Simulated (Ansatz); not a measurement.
Start from CdTe in the zinc blende structure (space group F-43m, No. 216; a = 6.409 Å). Axes: x, y, z lie along the cube axes.

One thing is altered: compressive biaxial strain of 0.42 % in the plane normal to [111], as in epitaxy on a mismatched substrate; the out-of-plane cell vector and the atoms relax.

Calculations: LDA in Ansatz (plane waves to 420 eV, PAW, no spin-orbit coupling).

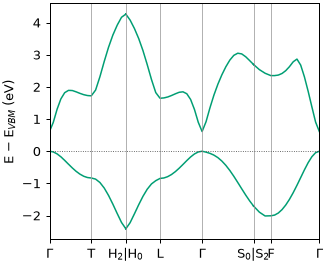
Highest valence and lowest conduction band along the path of the changed cell's own zone

The gap is 0.61 eV, direct at Γ; the base has 0.61 eV.

With Te present, leaving out spin-orbit coupling can change the band edges. Stability against distortions was not tested. k-point labels follow each cell's own Brillouin zone.

Ansatz is a quantum-chemistry and plane-wave program.
